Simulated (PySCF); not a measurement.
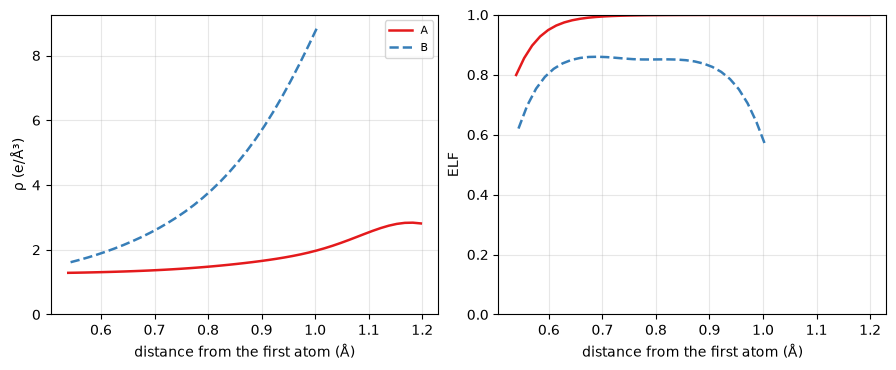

Figure 1: BFH$_{2}$ (BH2F). Electron density and ELF along straight lines between neighbouring atoms. The curves leave out the atomic cores.

Geometry: PBE0-D3(BJ)/def2-TZVP.

The calculation used PySCF 2.14.0, PBE0/aug-cc-pVTZ, SCF density, gas phase.

Which curve belongs to which contact (B–F and B–H)? The first atom named is at distance zero.

Curve A: B–H (1.20 Å): ρ at the midpoint is about 1.3 e/Å³; the ELF climbs to about 1 towards the hydrogen, as it does in any bond to H (an ordinary covalent bond to hydrogen). Curve B: B–F (1.32 Å): ρ at the midpoint is about 2.3 e/Å³; the ELF peaks at about 0.85 between the atoms (a polar covalent bond).
